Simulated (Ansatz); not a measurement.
Consider MoTe$_{2}$ in the 2H-MoS2 type structure (space group P6_3/mmc, No. 194; a = 3.5421 Å, c = 14.1819 Å; layered, stacked along the Cartesian z axis). Axes: x lies along a and z along c of the hexagonal cell.

One thing is altered: a pure shear with ε_yz = ε_zy = -0.0045; the atoms relax in the strained cell.

The values are results of Kohn–Sham DFT with the r2SCAN+rVV10 functional, run in Ansatz (an electronic-structure program) with PAW and 500 eV plane waves, without spin-orbit coupling, not measurements.

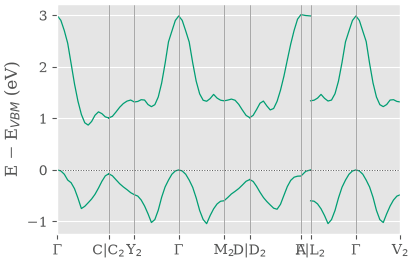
Figure. Highest valence and lowest conduction band along the path of the changed cell's own zone

Problem. From the figure, how large is the changed gap, and is it direct?

Solution. About 0.9 eV, indirect, Γ → Γ–C (60 % along).

Spin-orbit coupling, missing from the scalar runs, can matter with Te. Stability against distortions was not tested. k-point labels follow each cell's own Brillouin zone.
